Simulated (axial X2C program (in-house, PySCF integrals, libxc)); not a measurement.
**Run report: SeSi⁺, relativistic diatomic calculation**

- system: SeSi⁺. The reference is closed-shell SeSi; the roots are the vertical energies to take an electron from it, which leaves states of SeSi⁺. The distance is the PBE0 minimum at charge 0.
- method: EOM-IP-CCSD, two-component X2C with atomic mean-field Coulomb and Gaunt terms, Se dyall-cv3z, Si dyall-v3z (cores contracted) (axial X2C program (in-house, PySCF integrals, libxc))

**The program's output**
```
two-component X2C + atomic mean field  HF
basis functions 148  fitting functions 888  grid points 5077
iter        total energy     max residual
   1      -2716.846797845     1.69e-01
   2      -2716.869332696     5.68e-03
   3      -2716.870176811     4.41e-03
   4      -2716.870485404     1.23e-03
   5      -2716.870536898     5.49e-04
   6      -2716.870547154     1.57e-04
   7      -2716.870548704     8.90e-05
   8      -2716.870548970     1.56e-05
   9      -2716.870548989     7.21e-06
  10      -2716.870548992     3.58e-06
  11      -2716.870548994     1.71e-06
converged
one-electron -4023.60004554  Coulomb 1292.95560018  exact exchange -107.27368026  xc functional 0.00000000  nuclear repulsion 121.97983167  atomic mean-field constant -0.93225505
correlated 10  virtual 184  natural virtual 94  E(MP2) -0.243488264  MP2 remainder -0.004928489
iter   CCSD correlation   residual
   1     -0.247946583   1.48e-01
   2     -0.256066778   6.51e-02
   3     -0.259043263   2.82e-02
   4     -0.259071698   8.36e-03
   5     -0.259134122   3.12e-03
   6     -0.259133158   1.05e-03
   7     -0.259136434   2.72e-04
   8     -0.259138817   8.68e-05
   9     -0.259137874   3.08e-05
  10     -0.259138085   1.42e-05
  11     -0.259137843   7.31e-06
  12     -0.259137891   3.77e-06
  13     -0.259137896   1.51e-06
(T) -0.016377321488732624  T1 0.0343  D1 0.0521  max T2 0.069
EOM-IP-CCSD roots
2*Omega      energy/Eh   energy/eV  one-particle weight
    1       0.36832507     10.0226      0.941
    1       0.37537545     10.2145      0.939
    1       0.52230868     14.2127      0.742
    1       0.54521097     14.8359      0.000
    3       0.36605116      9.9608      0.942
    3       0.54467984     14.8215      0.000
    3       0.56555075     15.3894      0.000
    5       0.56344449     15.3321      0.000
```

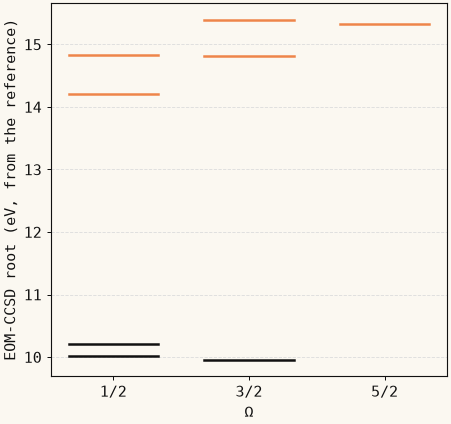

EOM-CCSD roots by Ω at 2.06 Å; roots whose one-particle weight is under 0.8 have the second colour. The lowest has Ω = 3/2 and lies at 9.961 eV, with one-particle weight 0.94. 5 of the 8 roots are less well described at this level.

**The input**
```
{"zs": [34, 14], "q": 1, "bas": ["dyall-cv3z", "dyall-v3z"], "r0": 2.14, "eom": "ip", "rq": 0, "thr": -2.0, "nmax": 95, "grid": [1, 0.96, 1.045, 0.92, 1.09, 1.15]}
```

The line is the task of a batch: nuclear charges, charge, bases, a first guess of the distance and further settings. This report covers the levels named above. The log is that of the reference distance 2.065 Å.

The run was one of a batch that the task file lists, launched with:
```bash
python <driver script> task.json out
```

**Results in brief**

| quantity | value |
| --- | --- |
| outcome | converged |
| HF energy of the reference SeSi | −2716.87055 hartree |
| MP2 energy of the reference SeSi | −2717.11404 hartree |
| CCSD energy of the reference SeSi (with the MP2 share of the virtual spinors left out of the coupled-cluster step) | −2717.13462 hartree |
| CCSD(T) energy of the reference SeSi | −2717.15099 hartree |
| T1 diagnostic (spinor form; for a closed shell √2 times the usual value) | 0.034 |
| hardware | 1 thread of Arm Neoverse V1, 112 GiB of memory available, shared host |
| wall time | 5.4 s |
| peak memory | 0.6 GiB |
